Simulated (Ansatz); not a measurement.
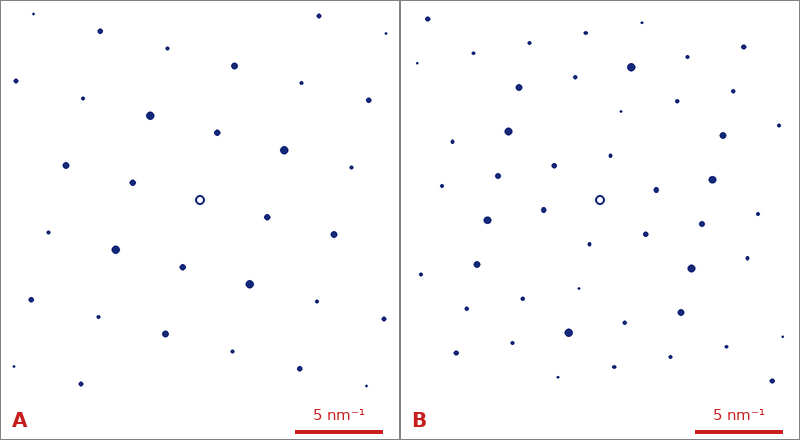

Kinematic electron diffraction patterns (300 kV, B = 0.5 Å², same scale, each along a low-index zone) of two structures of composition ZnMoP, each relaxed at zero pressure with Ansatz 0.2.0, DFT PBE, scalar-relativistic, plane waves, PAW.

The structures (standard cells):
1. P6_3/mmc (No. 194), a = 4.413 Å, c = 5.049 Å (hexagonal axes), 6 atoms; generated start, possibly hypothetical
2. P4/nmm (No. 129), a = 3.552 Å, c = 6.836 Å, 6 atoms; generated start, possibly hypothetical

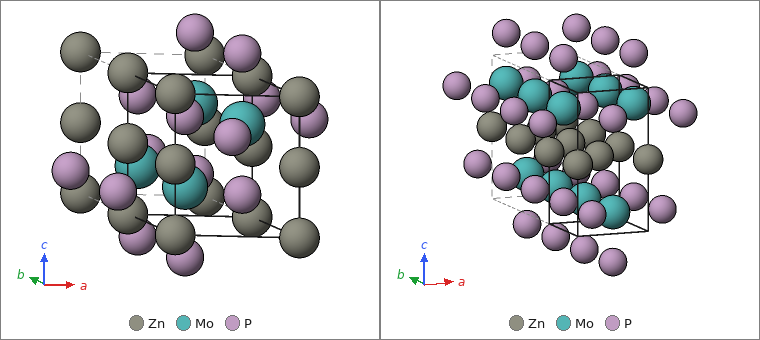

Drawings of the structures 1 to 2, from left to right (each may span several cells).

Question: Which pattern belongs to which structure, and along which zone?

Answer: A is structure 2 along [001]: square net of 1 -1 0 at d = 2.51 Å and 1 1 0 at d = 2.51 Å, 90.0° apart (some points of this net are extinct or too weak to see). B is structure 1 along [101] or an equivalent direction: centred rectangular net of 0 1 0 at d = 3.82 Å and 1 0 -1 at d = 3.05 Å, 66.5° apart (some points of this net are extinct or too weak to see).

Question: Which structure lies lowest at this level of theory, and by how much?

Answer: Structure 2 (P4/nmm, 14.38 Å³ an atom) is the lowest of these; structure 1 (P6_3/mmc, 14.19 Å³ an atom) lies about 96 meV an atom higher. These are static energies at 0 K; other structures, not shown, may lie lower still.
